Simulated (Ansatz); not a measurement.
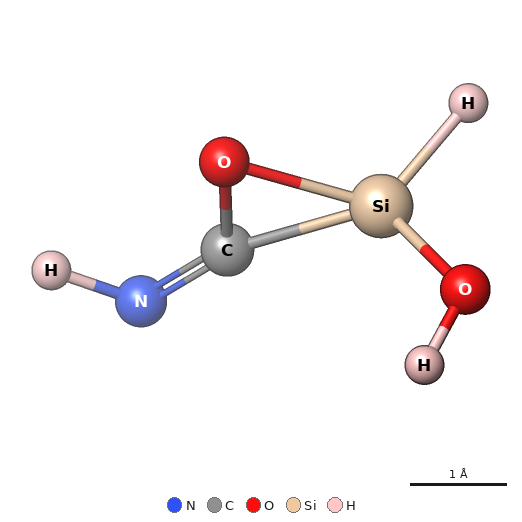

Distant atoms are faded towards the background colour. The computed structure is the end point of a PBE-D4/def2-SVP optimisation. No frequency run is at hand to confirm it as a minimum. Masses are those of the most abundant isotopes; constants are for the rigid equilibrium geometry.

**What kind of rotor is it, and what are its rotational constants in GHz?**

An asymmetric top (C1): A = 11.1, B = 2.65, C = 2.45 GHz. Ray's parameter κ is −0.95, close to the prolate limit.
